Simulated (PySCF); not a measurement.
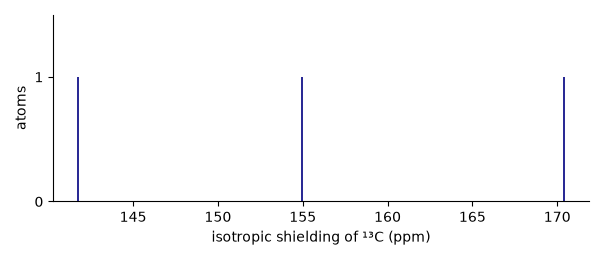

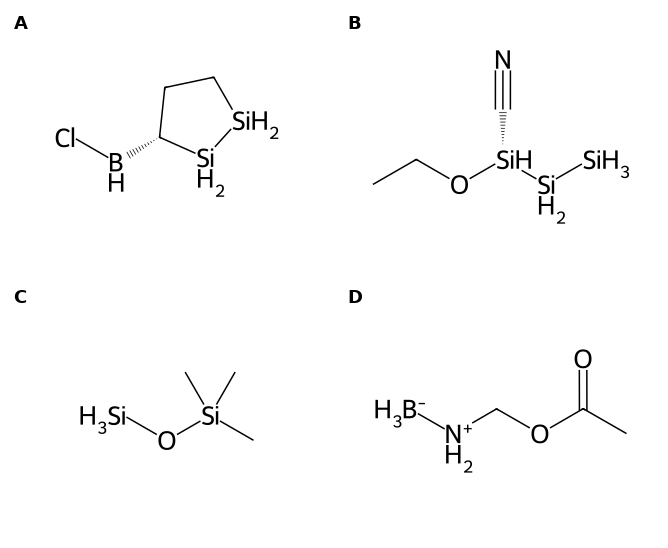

The sticks are computed shieldings of one of the molecules, for one fixed geometry (GFN2-xTB) without averaging over rotations. Low shielding means a high chemical shift. Method: GIAO PBE0/pcSseg-1 NMR shielding, non-relativistic, gas phase (PySCF 2.14.0).

> Match the spectrum to a structure.

A, `ClB[C@@H]1CC[SiH2][SiH2]1`. Its 3 C atoms give lines at 141.7, 155.0, 170.4 ppm.

The geometry is semi-empirical. Around B, Si such bond lengths and angles can be off by a tenth of an ångström or more and by several degrees, and values that hang on the shape move with them.
